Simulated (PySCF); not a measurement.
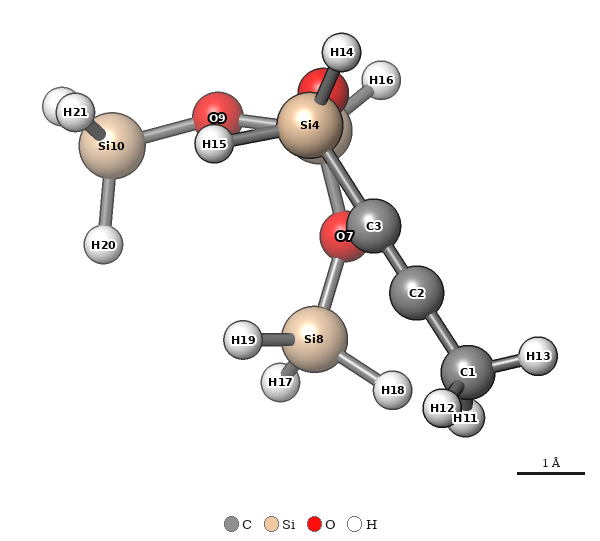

Fig. 1: The structure as given in the input (ball-and-stick view, seen at a tilt; atoms are numbered from 1 in the order of the input). Bond lengths as drawn: C–C 1.22 to 1.45 Å, C–H 1.10 Å, C–Si 1.83 Å, H–Si 1.47 to 1.50 Å and O–Si 1.64 to 1.66 Å.

# Two runs on C3H12O3Si4

System: C3H12O3Si4.
Method of run A: GIAO PBE0/pcSseg-1 NMR shielding, non-relativistic, IEF-PCM cyclohexane (PySCF 2.14.0).

The geometry comes from this level: PBE0-D3(BJ)/def2-SVP. Text and figures count atoms from 1; the logs count them from 0 in places.

### The input, run A
```
{"job": {"kind": "nmr", "xc": "PBE0", "basis": "pcSseg-1", "solvent": "cyclohexane", "pop": true}, "charge": 0, "multiplicity": 1}
C      2.422987    -2.335207    -2.205946
C      2.207105    -1.500974    -1.040289
C      2.031683    -0.800113    -0.057341
Si     1.767782     0.261173     1.404603
O      0.908470     1.616831     0.979645
Si    -0.453663     2.094705     0.188519
O     -0.805609     1.026465    -1.009602
Si    -1.372627    -0.483263    -1.398514
O     -1.705611     2.162755     1.253390
Si    -2.683923     1.299242     2.277876
H      1.528918    -2.345298    -2.848821
H      2.641798    -3.372921    -1.910107
H      3.269267    -1.964473    -2.804686
H      3.077078     0.702001     1.953352
H      1.007764    -0.507209     2.433022
H     -0.241622     3.431691    -0.386655
H     -2.808079    -0.380415    -1.795015
H     -0.594089    -1.019738    -2.550601
H     -1.255603    -1.409781    -0.233102
H     -3.312729     0.161432     1.539162
H     -1.890664     0.754219     3.419268
H     -3.747105     2.206193     2.792207
```

The first line tells a small driver script what to run in PySCF; the rest is the geometry in Å.

Command:
```bash
OMP_NUM_THREADS=1 python <driver script> task.json out
```

Hardware: 1 CPU thread, shared host.

### Output (run A)
```
coarse grid: 20456 points
cycle   1  E = -1504.0717446777  dE =  9.483e-01  |g| = 1.232e+00  |ddm| = 4.578e+00
cycle   2  E = -1503.6809905441  dE =  3.908e-01  |g| = 1.887e+00  |ddm| = 2.247e+00
cycle   3  E = -1504.3350527121  dE = -6.541e-01  |g| = 1.420e-01  |ddm| = 1.547e+00
cycle   4  E = -1504.3383678199  dE = -3.315e-03  |g| = 8.135e-02  |ddm| = 1.946e-01
cycle   5  E = -1504.3396618436  dE = -1.294e-03  |g| = 4.208e-02  |ddm| = 8.009e-02
cycle   6  E = -1504.3400867148  dE = -4.249e-04  |g| = 4.437e-03  |ddm| = 3.420e-02
cycle   7  E = -1504.3400917787  dE = -5.064e-06  |g| = 1.136e-03  |ddm| = 6.744e-03
final grid: 179416 points
cycle   8  E = -1504.4280869788  dE = -1.953e-05  |g| = 1.147e-02  |ddm| = 4.360e-02
cycle   9  E = -1504.4280604474  dE =  2.653e-05  |g| = 1.681e-02  |ddm| = 1.893e-02
cycle  10  E = -1504.4281097680  dE = -4.932e-05  |g| = 1.137e-03  |ddm| = 1.121e-02
cycle  11  E = -1504.4281100288  dE = -2.608e-07  |g| = 3.387e-04  |ddm| = 1.124e-03
cycle  12  E = -1504.4281100472  dE = -1.842e-08  |g| = 1.811e-04  |ddm| = 3.345e-04
cycle  13  E = -1504.4281100555  dE = -8.215e-09  |g| = 3.352e-05  |ddm| = 1.410e-04
cycle  14  E = -1504.4281100556  dE = -1.942e-10  |g| = 1.635e-05  |ddm| = 3.483e-05
converged SCF energy = -1504.4281100556

GIAO shielding tensors (ppm)
atom      isotropic    diamagn.    paramagn.     s11        s22        s33       span
  0 C      178.314     252.158     -73.845    168.222    170.393    196.326     28.105
  1 C       67.304     276.225    -208.921    -28.466    -22.783    253.160    281.626
  2 C       99.831     261.029    -161.199      9.348     22.995    267.150    257.802
  3 Si     405.950     883.242    -477.292    368.123    391.678    458.050     89.927
  4 O      257.370     405.250    -147.880    228.547    259.729    283.836     55.289
  5 Si     424.883     882.541    -457.657    418.598    419.402    436.650     18.052
  6 O      280.074     405.171    -125.097    249.409    286.871    303.943     54.533
  7 Si     391.777     883.127    -491.350    349.892    366.846    458.595    108.703
  8 O      276.394     402.356    -125.961    243.063    287.455    298.665     55.601
  9 Si     391.889     879.499    -487.610    349.513    361.440    464.714    115.201
 10 H       29.072      33.212      -4.140     23.582     28.805     34.831     11.250
 11 H       29.173      26.095       3.078     24.349     26.983     36.186     11.837
 12 H       29.119      25.627       3.493     24.263     26.936     36.159     11.896
 13 H       26.299      28.613      -2.314     22.559     24.543     31.794      9.235
 14 H       26.070      33.011      -6.941     22.852     25.039     30.317      7.465
 15 H       27.029      28.657      -1.628     23.310     23.872     33.904     10.594
 16 H       26.144      30.723      -4.579     22.736     24.412     31.284      8.549
 17 H       26.295      34.058      -7.763     22.779     25.495     30.611      7.832
 18 H       25.905      35.781      -9.876     24.091     24.561     29.064      4.972
 19 H       26.018      31.245      -5.227     22.310     25.739     30.005      7.695
 20 H       26.095      30.277      -4.182     22.592     25.144     30.548      7.957
 21 H       26.257      27.096      -0.839     22.816     24.173     31.782      8.966
```

For run B the input was changed thus:
```diff
-"solvent": "cyclohexane"
-"pop": true
+"solvent": "tetrahydrofuran"
+"pop": false
```

How does run B compare with run A?

The total energy of run B is 1.6 kcal/mol lower: the change of the electrostatic solvation energy at this fixed geometry, without cavity or dispersion terms. The dipole moment goes from 2.83 to 3.17 D. Of all shieldings, the largest change is that of C2, by −2.1 ppm. The number of SCF iterations is the same.

### Output (run B)
```
coarse grid: 20456 points
cycle   1  E = -1504.0771025219  dE =  9.432e-01  |g| = 1.229e+00  |ddm| = 4.577e+00
cycle   2  E = -1503.7063454985  dE =  3.708e-01  |g| = 1.861e+00  |ddm| = 2.183e+00
cycle   3  E = -1504.3384170097  dE = -6.321e-01  |g| = 1.319e-01  |ddm| = 1.486e+00
cycle   4  E = -1504.3415131282  dE = -3.096e-03  |g| = 6.557e-02  |ddm| = 1.755e-01
cycle   5  E = -1504.3423038525  dE = -7.907e-04  |g| = 3.740e-02  |ddm| = 6.847e-02
cycle   6  E = -1504.3426381040  dE = -3.343e-04  |g| = 4.269e-03  |ddm| = 2.904e-02
cycle   7  E = -1504.3426427186  dE = -4.615e-06  |g| = 9.700e-04  |ddm| = 6.000e-03
final grid: 179416 points
cycle   8  E = -1504.4306271943  dE = -1.990e-05  |g| = 1.138e-02  |ddm| = 4.370e-02
cycle   9  E = -1504.4306019030  dE =  2.529e-05  |g| = 1.657e-02  |ddm| = 1.841e-02
cycle  10  E = -1504.4306495827  dE = -4.768e-05  |g| = 1.072e-03  |ddm| = 1.081e-02
cycle  11  E = -1504.4306498167  dE = -2.340e-07  |g| = 2.952e-04  |ddm| = 1.029e-03
cycle  12  E = -1504.4306498296  dE = -1.285e-08  |g| = 1.699e-04  |ddm| = 2.993e-04
cycle  13  E = -1504.4306498367  dE = -7.181e-09  |g| = 2.964e-05  |ddm| = 1.312e-04
cycle  14  E = -1504.4306498369  dE = -1.546e-10  |g| = 1.514e-05  |ddm| = 3.287e-05
converged SCF energy = -1504.4306498369

GIAO shielding tensors (ppm)
atom      isotropic    diamagn.    paramagn.     s11        s22        s33       span
  0 C      178.628     252.402     -73.773    168.244    170.438    197.203     28.959
  1 C       65.200     276.265    -211.064    -31.474    -25.937    253.013    284.487
  2 C      101.038     260.974    -159.937     10.791     24.757    267.565    256.775
  3 Si     405.712     883.262    -477.551    367.951    391.480    457.704     89.752
  4 O      257.534     405.335    -147.802    228.455    260.285    283.862     55.407
  5 Si     424.750     882.588    -457.838    418.796    419.198    436.254     17.458
  6 O      279.945     405.320    -125.375    249.779    286.711    303.346     53.566
  7 Si     390.982     883.141    -492.159    349.011    366.065    457.870    108.859
  8 O      276.259     402.403    -126.143    243.487    286.972    298.319     54.833
  9 Si     391.120     879.469    -488.349    349.129    360.514    463.717    114.588
 10 H       28.975      33.083      -4.108     23.462     28.660     34.801     11.339
 11 H       29.067      25.907       3.160     24.224     26.820     36.156     11.932
 12 H       29.036      25.449       3.587     24.167     26.804     36.136     11.970
 13 H       26.297      28.628      -2.330     22.550     24.551     31.792      9.242
 14 H       26.055      32.981      -6.926     22.829     25.022     30.313      7.484
 15 H       27.021      28.652      -1.631     23.299     23.864     33.899     10.600
 16 H       26.152      30.741      -4.588     22.740     24.422     31.295      8.556
 17 H       26.239      33.988      -7.749     22.706     25.437     30.573      7.867
 18 H       25.903      35.789      -9.887     24.082     24.568     29.058      4.975
 19 H       26.002      31.201      -5.200     22.293     25.726     29.986      7.693
 20 H       26.096      30.262      -4.166     22.590     25.150     30.550      7.960
 21 H       26.258      27.086      -0.828     22.812     24.180     31.783      8.971
```

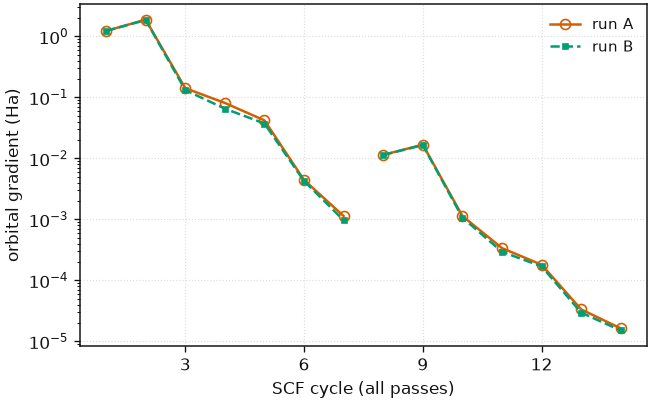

Fig. 2: Convergence of the two runs: orbital gradient against the SCF cycle. A break in a curve parts two SCF passes (coarse and final grid). Run A takes 14 cycles in all, and run B takes 14.

### The two runs side by side

| quantity | run A | run B |
| --- | --- | --- |
| outcome | converged | converged |
| total energy (hartree) | −1504.428110 | −1504.430650 |
| HOMO (eV) | −7.82 | −7.84 |
| LUMO (eV) | −0.37 | −0.38 |
| dipole moment (D) | 2.83 | 3.17 |
| shielding of C1 (ppm) | 178.3 | 178.6 |
| shielding of C2 (ppm) | 67.3 | 65.2 |
| shielding of C3 (ppm) | 99.8 | 101.0 |
| shielding of Si4 (ppm) | 406.0 | 405.7 |
| shielding of O5 (ppm) | 257.4 | 257.5 |
| shielding of Si8 (ppm) | 391.8 | 391.0 |
| shielding of Si10 (ppm) | 391.9 | 391.1 |
| SCF iterations | 14 | 14 |
| basis functions | 258 | 258 |
| wall time (shared host) | 3 min | 2.5 min |
